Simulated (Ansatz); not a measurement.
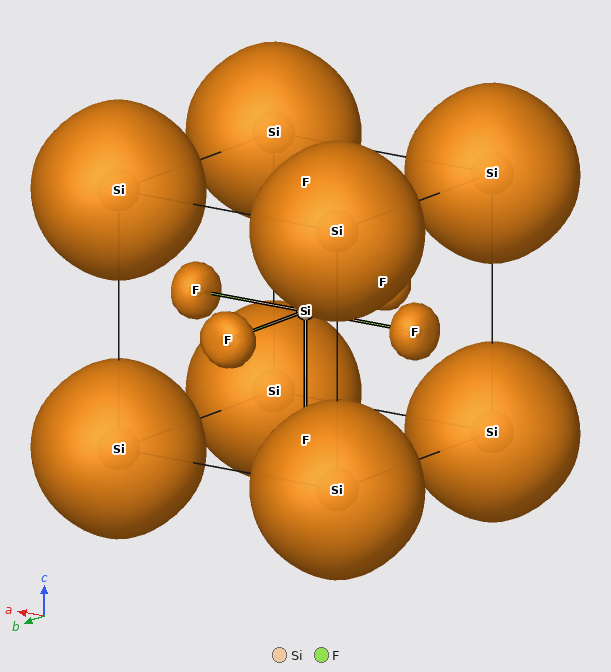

Figure. Si2F3. Isosurface of the spin density (up minus down) at +0.03 e/Å³ (orange), seen at an oblique angle. Sticks mark near contacts.

Space group Pm-3m; a structure generated by program, which may or may not match a known phase; spin-polarised.

Computed with DFT PBE, scalar-relativistic, plane waves, PAW (Ansatz 0.2.0).

The density is the valence pseudo-density of a PAW calculation; it isn't the true density close to the nuclei.

```
Si F
1.0
     4.24602    0.00000    0.00000
     0.00000    4.24602    0.00000
     0.00000    0.00000    4.24602
Si F
2 3
Cartesian
  0.0000 0.0000 0.0000
  2.1230 2.1230 2.1230
  0.0000 2.1230 2.1230
  2.1230 0.0000 2.1230
  2.1230 2.1230 0.0000
```

Question: Where is the spin, and how is it ordered?

Answer: The spin density sits on Si: +0.6 μB in one cell of 5 atoms: parallel main moments, as they must be, since the calculation's own cell holds one magnetic site. The cell of the calculation (5 atoms) carries 1.1 μB of net spin moment.
